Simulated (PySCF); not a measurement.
**CH6BO− ([B(OMe)H3]-) at 3 levels**

We compute a comparison of 3 runs (HF-D4/SBKJC, HF-D4/6-31G**) of CH6BO− ([B(OMe)H3]-). Input form: a Python script.

The results are computed with PySCF 2.14.0.

4 further runs of the same task are left out: 4 set aside as unsound or not needed.

### 1 The structure to begin with

CH6BO− has 9 atoms, charge -1, and is taken as a singlet. SMILES: `[H][B-]([H])([H])OC`. Geometry: embedded from SMILES.

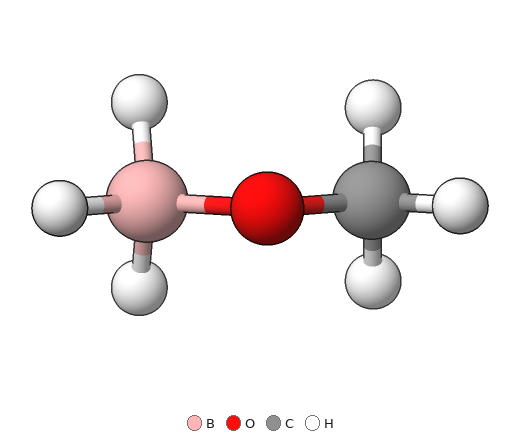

Viewed from a chosen angle; boron pink, oxygen red, carbon grey, hydrogen white.

### 2 Energy and forces at HF-D4/SBKJC (core potential) (run 1)

Contents of calc.py:

```python
import pyscf.grad
from pyscf import gto, scf
from rdkit import Chem
from rdkit.Chem import AllChem

rd = Chem.AddHs(Chem.MolFromSmiles('[H][B-]([H])([H])OC'))
AllChem.EmbedMolecule(rd, randomSeed=762)
if AllChem.MMFFOptimizeMolecule(rd) < 0:
    AllChem.UFFOptimizeMolecule(rd)
xyz = rd.GetConformer().GetPositions()
geom = [(a.GetSymbol(), tuple(x)) for a, x in zip(rd.GetAtoms(), xyz)]
for s, x in geom:
    print('%-2s %12.6f %12.6f %12.6f' % (s, *x))

mol = gto.M(
    atom=geom,
    symmetry=True,
    verbose=4,
    spin=0,
    ecp={'B': 'sbkjc', 'O': 'sbkjc', 'C': 'sbkjc'},
    charge=-1,
    max_memory=1860,
    basis='sbkjc',
)

mf = scf.RHF(mol)
mf.disp = 'd4'
mf.conv_tol = 1e-07
mf.kernel()

e_tot = mf.e_tot
print(f'total energy: {e_tot:.8f} hartree')
grad = mf.Gradients().kernel()
```

Launch:

```console
$ OMP_NUM_THREADS=1 python calc.py
```

The program printed:

```text
B      1.075139    -0.491542     0.101675
O      0.259999     0.515754    -0.627540
C     -1.043528     0.546382    -0.093293
[... 5 lines of this table left out ...]
H     -1.040699     0.855305     0.977082

PySCF version 2.14.0

[... 67 lines left out ...]
converged SCF energy = -27.2920554056979
total energy: -27.29205541 hartree
[... 1 line left out ...]
******** <class 'pyscf.grad.rhf.Gradients'> for <class 'pyscf.scf.hf.RHF'> ********
unit = Eh/Bohr
Calc dispersion correction with DFTD4.
Parameters: xc=hf, atm=True
--------------- RHF gradients ---------------
         x                y                z
0 B    -0.0136585060    -0.0057982746     0.0121824408
1 O     0.0126666995    -0.0037541516    -0.0014721087
2 C     0.0136359379    -0.0141647582     0.0093090225
[... 5 lines of this table left out ...]
8 H     0.0016681247     0.0086117350     0.0093346028
----------------------------------------------
```

Wall time 1.6 s (1 thread of Intel Xeon Platinum 8375C at 2.90GHz (Ice Lake), shared host); peak memory 0.17 GiB.

### 3 Energy and forces at HF-D4/6-31G(d,p) (spherical functions) (run 2)

Contents of input.py:

```python
from pyscf import gto, scf
from rdkit import Chem
from rdkit.Chem import AllChem

rd = Chem.AddHs(Chem.MolFromSmiles('[H][B-]([H])([H])OC'))
AllChem.EmbedMolecule(rd, randomSeed=762)
if AllChem.MMFFOptimizeMolecule(rd) < 0:
    AllChem.UFFOptimizeMolecule(rd)
xyz = rd.GetConformer().GetPositions()
geom = [(a.GetSymbol(), tuple(x)) for a, x in zip(rd.GetAtoms(), xyz)]
for s, x in geom:
    print('%-2s %12.6f %12.6f %12.6f' % (s, *x))

mol = gto.M(
    atom=geom,
    basis='6-31g**',
    max_memory=1860,
    charge=-1,
    spin=0,
    verbose=4,
)

calc0 = scf.RHF(mol)
calc0.disp = 'd4'
calc0.kernel()

etot = calc0.e_tot
print('Final energy', etot)
grad = calc0.nuc_grad_method().kernel()
```

Launch:

```console
$ OMP_NUM_THREADS=1 python input.py
```

The program printed:

```text
B      1.075139    -0.491542     0.101675
O      0.259999     0.515754    -0.627540
C     -1.043528     0.546382    -0.093293
[... 5 lines of this table left out ...]
H     -1.040699     0.855305     0.977082

PySCF version 2.14.0

[... 65 lines left out ...]
converged SCF energy = -140.911720302139
Final energy -140.91172030213897
[... 1 line left out ...]
******** <class 'pyscf.grad.rhf.Gradients'> for <class 'pyscf.scf.hf.RHF'> ********
unit = Eh/Bohr
Calc dispersion correction with DFTD4.
Parameters: xc=hf, atm=True
--------------- RHF gradients ---------------
         x                y                z
0 B    -0.0011437082    -0.0115732720     0.0129511174
1 O     0.0366776909    -0.0003459266    -0.0155874860
2 C    -0.0212792402    -0.0086853771     0.0186055550
[... 5 lines of this table left out ...]
8 H     0.0025670438     0.0091138522     0.0117519362
----------------------------------------------
```

It took 4.2 s on 1 thread of Intel Xeon Platinum 8375C at 2.90GHz (Ice Lake), shared host; peak memory 0.19 GiB.

### 4 Energy and gradient at HF-D4/6-31G(d,p) (Cartesian functions) (run 3)

Contents of job.py:

```python
# [B(OMe)H3]-
import pyscf.grad
from pyscf import gto
from rdkit import Chem
from rdkit.Chem import AllChem

rd = Chem.AddHs(Chem.MolFromSmiles('[H][B-]([H])([H])OC'))
AllChem.EmbedMolecule(rd, randomSeed=762)
if AllChem.MMFFOptimizeMolecule(rd) < 0:
    AllChem.UFFOptimizeMolecule(rd)
xyz = rd.GetConformer().GetPositions()
geom = [(a.GetSymbol(), tuple(x)) for a, x in zip(rd.GetAtoms(), xyz)]
for s, x in geom:
    print('%-2s %12.6f %12.6f %12.6f' % (s, *x))

molecule = gto.M(
    atom=geom,
    max_memory=1860,
    spin=0,
    verbose=4,
    charge=-1,
    cart=True,
    basis='6-31g**',
)

hf = molecule.RHF()
hf.disp = 'd4'
hf.kernel()

energy = hf.e_tot
print('E(%s) = %.9f' % ('HF', energy))
grad = hf.Gradients().kernel()
```

Launch:

```console
$ OMP_NUM_THREADS=1 python job.py
```

The program printed:

```text
B      1.075139    -0.491542     0.101675
O      0.259999     0.515754    -0.627540
C     -1.043528     0.546382    -0.093293
[... 5 lines of this table left out ...]
H     -1.040699     0.855305     0.977082

PySCF version 2.14.0

[... 66 lines left out ...]
converged SCF energy = -140.912502150622
[... 2 lines left out ...]
******** <class 'pyscf.grad.rhf.Gradients'> for <class 'pyscf.scf.hf.RHF'> ********
unit = Eh/Bohr
Calc dispersion correction with DFTD4.
Parameters: xc=hf, atm=True
--------------- RHF gradients ---------------
         x                y                z
0 B    -0.0010489757    -0.0116906895     0.0130362443
1 O     0.0364369532    -0.0003642192    -0.0154630496
2 C    -0.0210358813    -0.0086517876     0.0184635176
[... 5 lines of this table left out ...]
8 H     0.0025651788     0.0091249845     0.0117788238
----------------------------------------------
```

Run time: 4.2 s. Hardware: 1 thread of Intel Xeon Platinum 8375C at 2.90GHz (Ice Lake), shared host; peak memory 0.2 GiB.

### 5 The series

```tsv
run	level	core potential	SCF convergence threshold	energy (Eh)	HOMO energy (eV)	LUMO energy (eV)	HOMO–LUMO gap (eV)	wall time
1	HF-D4/SBKJC (core potential)	sbkjc	1e-07	-27.292055	-4.07	10.76	14.83	1.6 s
2	HF-D4/6-31G** (spherical functions)	–	1e-09	-140.911720	-4.10	11.62	15.73	4.2 s
3	HF-D4/6-31G** (Cartesian functions)	–	1e-09	-140.912502	-4.10	11.62	15.72	4.2 s
```

### 6 Outcome

| quantity | value |
| --- | --- |
| run 3: total energy | -140.91250 Eh |
| run 3: HOMO energy | -4.10 eV |
| run 3: LUMO energy | 11.62 eV |
| run 3: HOMO–LUMO gap (to an unbound level, set by the basis) | 15.72 eV |
| run 3: dispersion energy | -54.27 kJ/mol |
| run 3: largest force on an atom | 2.035 eV/Å |

In words: The HOMO–LUMO gap runs from 14.83 eV (HF-D4/SBKJC) to 15.73 eV (HF-D4/6-31G**). The two ends differ in basis and core potential. The empty levels of an anion lie above zero and hang on the basis. Some runs of one species differ in core potentials or relativity; totals across that change don't compare. All runs together took 10 s, the longest 4.2 s.
